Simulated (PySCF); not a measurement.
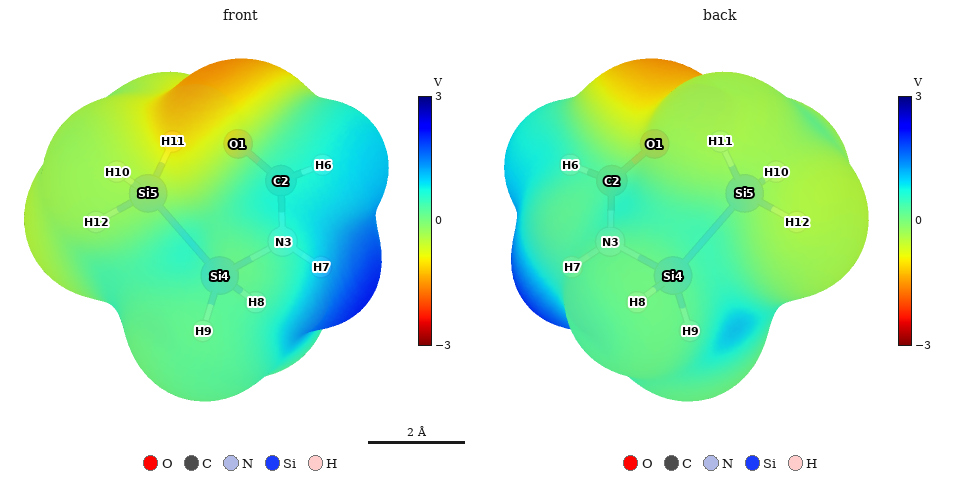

CH₇NOSi₂. The molecular electrostatic potential painted on the density surface at 0.001 e/bohr³, seen from the front and from behind; the colour scale runs from red (negative) to blue (positive).

Geometry: GFN2-xTB.

The calculation used PySCF, wB97X-D/def2-SVPD, SCF density, gas phase.

```xyz
12

O     0.6484    1.5395   -0.5853
C     1.5571    0.7637   -0.3763
N     1.4013   -0.4799    0.0735
Si   -0.2174   -1.1385    0.4206
Si   -1.6797    0.5715   -0.0946
H     2.6053    1.0636   -0.5575
H     2.2388   -1.0234    0.2048
H    -0.1912   -2.3719   -0.3817
H    -0.0422   -1.5855    1.8115
H    -1.5755    1.7330    0.7835
H    -1.7178    0.9149   -1.5132
H    -3.0260    0.0122    0.1889
```

**Describe the electrostatic potential map.**

The most negative region (about −1.5 V) lies over O1, the most positive (about +2.0 V) over H7. O1 is the likeliest acceptor of a hydrogen bond.

**What dipole moment does the calculation give?**

Its dipole moment is 3.50 D.
